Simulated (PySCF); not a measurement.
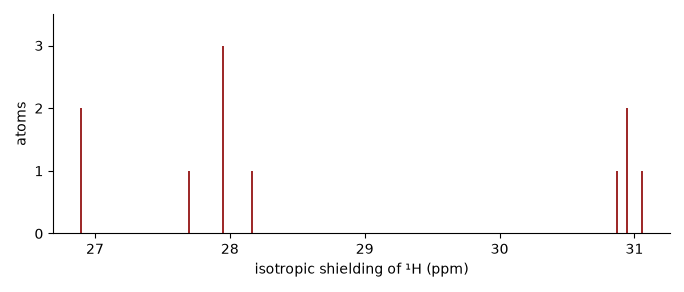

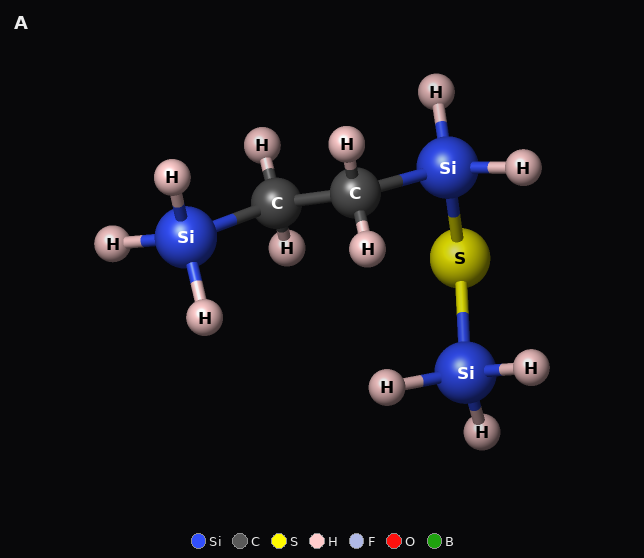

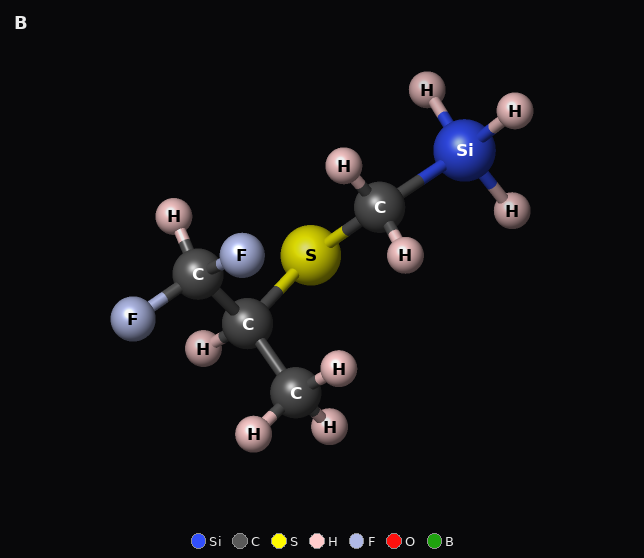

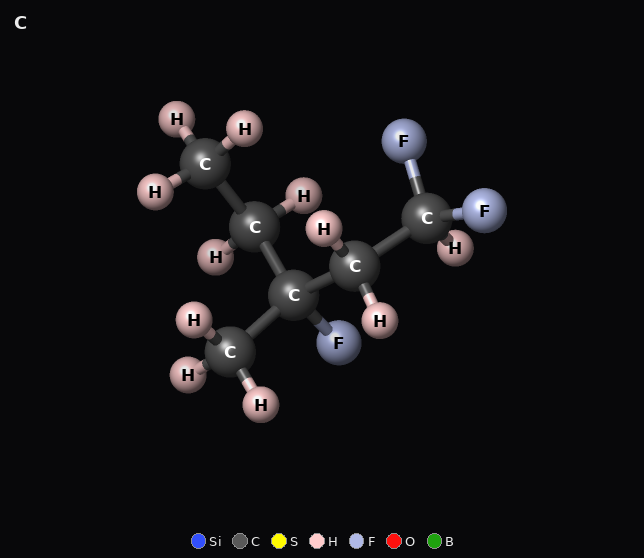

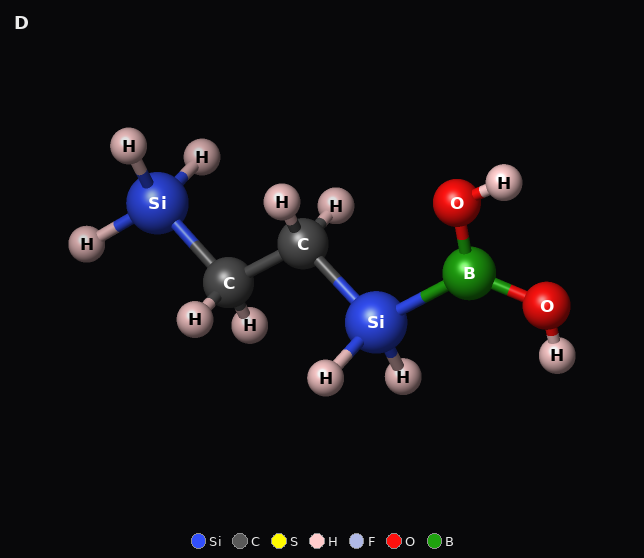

The sticks are computed shieldings of one of the molecules, for one fixed geometry (GFN2-xTB) without averaging over rotations. Low shielding means a high chemical shift. Method: GIAO PBE0/pcSseg-1 NMR shielding, non-relativistic, gas phase (PySCF 2.14.0).

Match the spectrum to a structure.

Answer. D, `OB(O)[SiH2]CC[SiH3]`. Its 11 H atoms give lines at 26.90 (2 atoms), 27.70, 27.95 (3 atoms), 28.16, 30.87, 30.95 (2 atoms), 31.05 ppm.

The geometry is semi-empirical. Around B, Si such bond lengths and angles can be off by a tenth of an ångström or more and by several degrees, and values that hang on the shape move with them.
